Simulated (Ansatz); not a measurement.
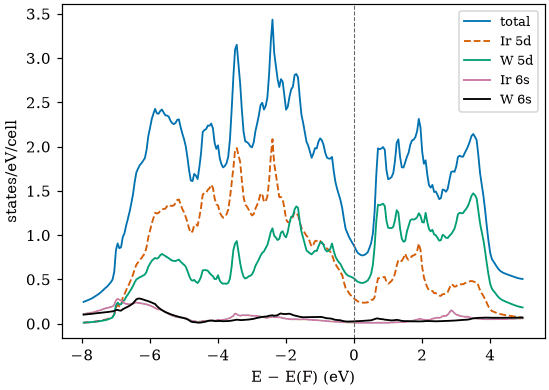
Total and projected density of states of IrW (L1₀ or tetragonal B2, space group No. 123), DFT-PBE in the program Ansatz with PAW potentials

### Question
Which orbitals carry the states next to the Fermi level?

### Answer
Within 0.5 eV of the Fermi level: W 5d 55 %, Ir 5d 35 %, outside the projected shells 5 %. Projections are on Löwdin-orthogonalised atomic valence shells; empty p or d shells of many metals are not among them.

### Question
Where is the tallest occupied peak in this window, and what makes it?

### Answer
Near -2.4 eV, about 3.4 states/eV per cell; the largest projected share is Ir 5d.

Space group P4/mmm (L1₀ or tetragonal B2). The start of the workflow was typed in or built on a structure type; neither database checked (COD, Materials Project) lists it. COD files the formula under space group No. 51. Its standing as an ambient phase is unchecked. Symmetry was held in the PBE relaxation; whether a distortion lowers the energy is not shown. No spin polarisation was allowed. Scalar-relativistic: spin–orbit coupling is off unless named, which matters more the heavier the elements.

Potentials: the later of the program's two PAW sets.
